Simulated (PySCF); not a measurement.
# AuH₂⁺: relaxation and vibrations of the triplet

Where does triplet AuH₂⁺ go from a PBE0 minimum start, is the end point a minimum, and what are its modes, charges and moments?

Program: PySCF 2.14.0. Level of theory: PBE0, basis Au def2-TZVP with ECP60, H def2-TZVP, scalar-relativistic core potentials, no spin–orbit coupling, density fitting. These are calculated values, not measurements.

## Step 1: Where the work starts

3 atoms, charge 1, spin multiplicity 3.

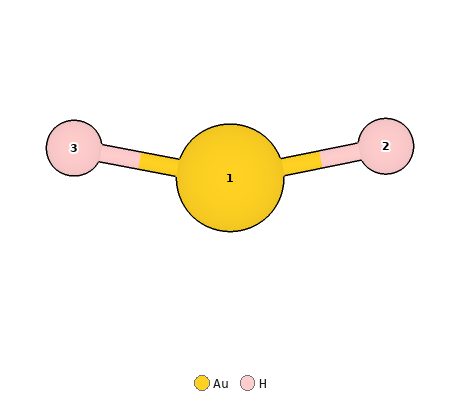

As it starts; gold amber, hydrogen pink; atoms are numbered from 1 in the order of the file.

```xyz
3
charge 1 multiplicity 3
Au   -0.0033    0.0000    0.0000
H     0.3194   -1.6407    0.0000
H     0.3194    1.6407    0.0000
```

## Step 2: Finding the electronic state

The steps below are one call of a driver around PySCF. For each, scf.py gives the equivalent set-up of the SCF; relaxations use the driver's own optimiser. After this first run the driver tries any further starts and a stability analysis.

File scf.py:

```python
from pyscf import gto, scf, dft
mol = gto.M(atom='''
Au    -0.003270    -0.000000    -0.000000
H      0.319350    -1.640710     0.000000
H      0.319350     1.640710    -0.000000''',
    basis={'Au': 'def2-TZVP', 'H': 'def2-TZVP'},
    ecp={'Au': 'def2-TZVP'},
    charge=1, spin=2)
mf = dft.UKS(mol, xc='PBE0')
mf.grids.atom_grid = (50, 194)
aux = {'Au': 'def2-universal-JKFIT', 'H': 'def2-universal-JKFIT'}
mf = mf.density_fit(auxbasis=aux)
mf.conv_tol = 1e-08
mf.diis_space = 10
mf.max_cycle = 60
mf.init_guess = 'minao'
mf.verbose = 4
mf.kernel()
```

Run with:

```bash
> OMP_NUM_THREADS=2 python axn.py task.json out
```

What it wrote:

```text
init E= -122.157091064957
[... the frontier-level lines of each cycle are left out ...]
cycle= 1 E= -135.903056494357  delta_E= -13.7  |g|= 1.25  |ddm|= 5.63
cycle= 2 E= -134.060419305662  delta_E= 1.84  |g|= 2.38  |ddm|= 2.51
cycle= 3 E= -136.447143942478  delta_E= -2.39  |g|= 0.194  |ddm|= 1.83
cycle= 4 E= -136.46864736378  delta_E= -0.0215  |g|= 0.0432  |ddm|= 0.309
cycle= 5 E= -136.469494365074  delta_E= -0.000847  |g|= 0.0195  |ddm|= 0.048
cycle= 6 E= -136.469669124265  delta_E= -0.000175  |g|= 0.00626  |ddm|= 0.0189
cycle= 7 E= -136.469715650362  delta_E= -4.65e-05  |g|= 0.0017  |ddm|= 0.0168
cycle= 8 E= -136.469719881881  delta_E= -4.23e-06  |g|= 0.000277  |ddm|= 0.00581
cycle= 9 E= -136.469720212861  delta_E= -3.31e-07  |g|= 9.69e-05  |ddm|= 0.00194
cycle= 10 E= -136.469720251661  delta_E= -3.88e-08  |g|= 3.75e-05  |ddm|= 0.000714
cycle= 11 E= -136.469720254879  delta_E= -3.22e-09  |g|= 2.72e-06  |ddm|= 0.000225
Extra cycle  E= -136.4697202549  delta_E= -2.17e-11  |g|= 1.94e-06  |ddm|= 9.08e-06
converged SCF energy = -136.4697202549  <S^2> = 2.012707  2S+1 = 3.0084594
```

This step, with its further starts and checks, needed 4.7 s of wall time on 2 threads of AMD EPYC 7R43 (Zen 3), shared host.

The starts that the driver tried:

```
                      start  energy (Eh)
    the minimal-basis guess  -136.469720
a thermally smeared density  -136.469720
      a smeared PBE density  -136.469720
```

The test of internal stability and the other starts found no lower solution of this spin.

## Step 3: Relaxation: PBE0 minimum start, triplet

The program finds C2v symmetry in the start, which this walk keeps.

Edit scf.py of step 2 so:

```diff
@@ -3,3 +3,3 @@
-Au    -0.003270    -0.000000    -0.000000
-H      0.319350    -1.640710     0.000000
-H      0.319350     1.640710    -0.000000''',
+Au    -0.003268     0.000000     0.000000
+H      0.319352    -1.640710     0.000000
+H      0.319352     1.640710     0.000000''',
@@ -16 +15,0 @@
-mf.init_guess = 'minao'
```

The optimiser's trace:

```
step  energy (Eh)  change (kJ/mol)  largest symmetric gradient (Eh/bohr)
   0  -136.469720             0.00                               0.00006
```

The walk took 0.7 s.

Positions (Å) and forces (eV/Å) along the way:

```
step 0
Au  -0.003   0.000   0.000  -0.003   0.000   0.000
H    0.319  -1.641   0.000   0.002  -0.002   0.000
H    0.319   1.641   0.000   0.002   0.002   0.000
```

End point (C2v, 0 steps, 0.0 kJ/mol gained): Au–H 1.672 Å (×2); H–Au–H 157.8°.

## Step 4: Hessian and properties

The point is checked on the finer grid, and tightened if its gradient asks for it. The Hessian and the dipole derivatives come from central differences of analytic gradients, with steps of 0.02 bohr.

Edit scf.py of step 3 so:

```diff
@@ -10 +10 @@
-mf.grids.atom_grid = (50, 194)
+mf.grids.atom_grid = (75, 302)
@@ -13 +13 @@
-mf.conv_tol = 1e-08
+mf.conv_tol = 1e-10
```

This SCF starts from the last density.

SCF at the final geometry:

```text
init E= -136.469749313518
[... the frontier-level lines of each cycle are left out ...]
cycle= 1 E= -136.469749313465  delta_E= 5.29e-11  |g|= 1.82e-05  |ddm|= 2.24e-05
cycle= 2 E= -136.469749313368  delta_E= 9.73e-11  |g|= 2.48e-05  |ddm|= 3e-05
cycle= 3 E= -136.469749313581  delta_E= -2.13e-10  |g|= 1.68e-07  |ddm|= 1.73e-05
cycle= 4 E= -136.469749313581  delta_E= 1.14e-13  |g|= 5.85e-08  |ddm|= 1.26e-07
Extra cycle  E= -136.469749313581  delta_E= 2.27e-13  |g|= 4.53e-08  |ddm|= 1.31e-07
converged SCF energy = -136.469749313581  <S^2> = 2.0127069  2S+1 = 3.0084593
```

The whole step took 14 s.

Geometry: C2v; Au–H 1.672 Å (×2); H–Au–H 157.8°.

Harmonic modes (main isotopes):

| symmetry | ω (cm⁻¹) | IR (km/mol) | type |
| --- | --- | --- | --- |
| a1 | 462 | 3.7 | bend |
| b2 | 1106 | 675 | stretch |
| a1 | 1739 | 13.1 | stretch |

No imaginary mode, so this is a minimum.

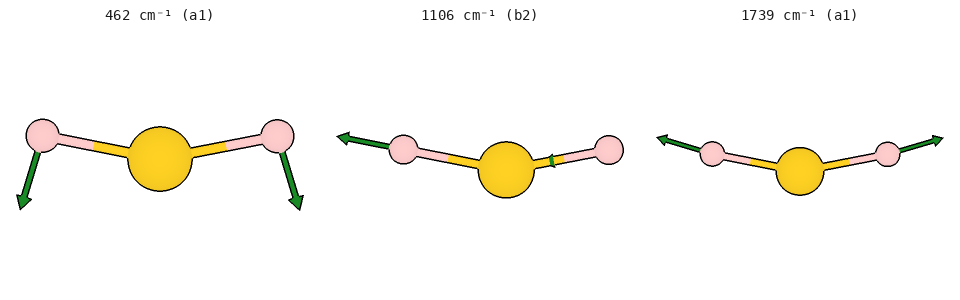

Displacements of 3 of the modes, as arrows (one member where a mode is degenerate).

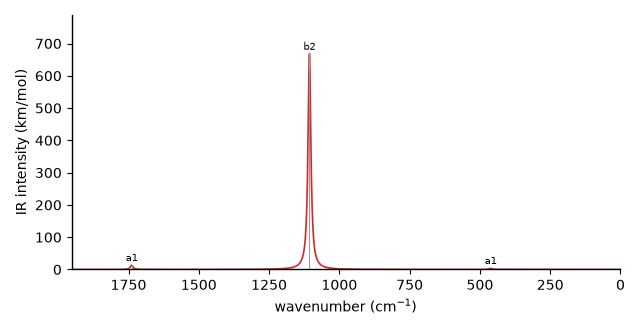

The harmonic infrared spectrum (widths in cm⁻¹). Lines are broadened to a width of 12 cm⁻¹ (Lorentzian).

Properties at this point:

* Dipole moment about the centre of mass: 0.21 D
* Highest occupied level: -16.24 eV
* Lowest empty level: -12.81 eV
* Rotational constants: 81.17, 3.107, 2.992 cm⁻¹
* Zero-point energy: 19.8 kJ/mol
* Principal polarisabilities: 15.3, 16.4, 35.2 bohr³
* Principal traceless quadrupole moments about the centre of mass: -2.04, -1.82, 3.87 D Å
* Entropy at 298.15 K and 1 bar (electronic part: spin only): 237.9 J/(mol K)
* Heat capacity Cp at 298.15 K: 40.1 J/(mol K)
* Enthalpy at 298.15 K above 0 K: 10.65 kJ/mol
* Rotational symmetry number: 2
* Spin squared ⟨S²⟩: 2.013

Charges (e) and bond orders:

```csv
atom,Mulliken,Löwdin,polar tensor,spin (Mulliken),Mayer order to Au1
Au1,0.71,0.76,0.51,0.85,–
"H2,3",0.15,0.12,0.24,0.57,0.59
```

Mulliken populations on Au1 (outside its core potential): s 2.72, p 6.09, d 9.48, f 0.00.

## Step 5: Results

| quantity | value |
| --- | --- |
| minimum | triplet, C2v |
| geometry | Au–H 1.672 Å (×2); H–Au–H 157.8° |
| wavenumbers (cm⁻¹) | 462 (a1), 1106 (b2), 1739 (a1) |
| dipole moment (centre of mass) | 0.21 D |
| highest occupied, lowest empty level (either spin) | -16.24, -12.81 eV |
| polar-tensor charge of Au1 | +0.51 e |
| zero-point energy | 19.8 kJ/mol |
| entropy at 298.15 K | 237.9 J/(mol K) |
| ⟨S²⟩ | 2.013 |

In words: The PBE0 minimum start keeps its C2v symmetry and ends in a minimum. In the infrared the band at 1106 cm⁻¹ (b2, stretch) leads. Only this shape and spin were tried, so other structures or states may lie lower. Open d and f shells are described by one determinant, and the ground state may have another occupation or spin. Spin–orbit coupling, left out here, can matter for elements this heavy.

The search up to here took 20 s.
